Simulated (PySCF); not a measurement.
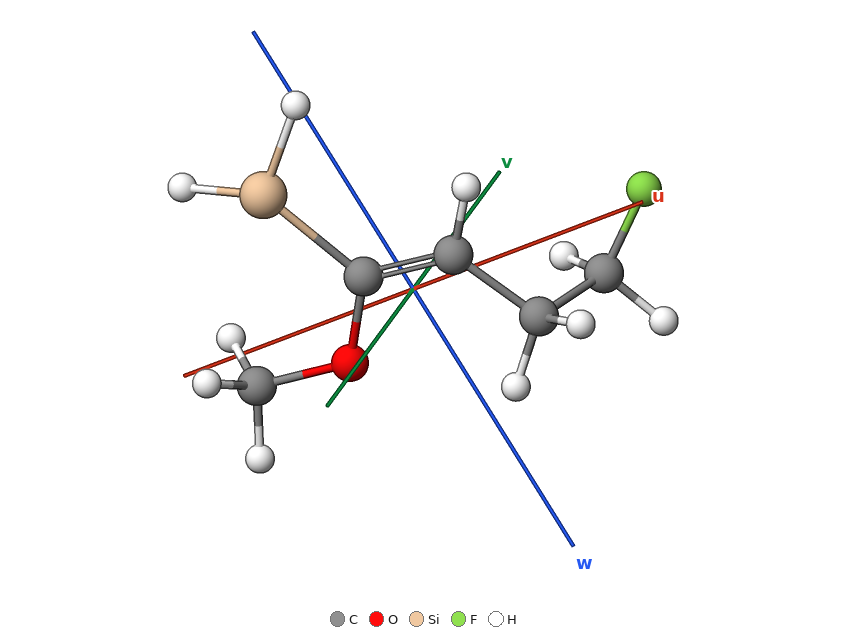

The lines u, v and w are the principal axes of the g tensor. The species is neutral and a spin doublet. Computed geometry: GFN2-xTB optimisation. No frequency run is at hand to confirm it as a minimum. Level of theory: UKS B3LYP, pcH-1 on C F H O Si, non-relativistic, mean-field spin-orbit, GIAO (PySCF 2.14.0).

Question. Along which axis does g lie farthest from the free-electron value?

Answer. Along w: the shift is 1948 ppm.

Give the principal values and shifts.

| axis | g | shift (ppm) |
| --- | --- | --- |
| u | 2.00369 | 1369 |
| v | 2.00216 | −159 |
| w | 2.00427 | 1948 |

The geometry is semi-empirical. Around Si such bond lengths and angles can be off by a tenth of an ångström or more and by several degrees, and values that hang on the shape move with them.
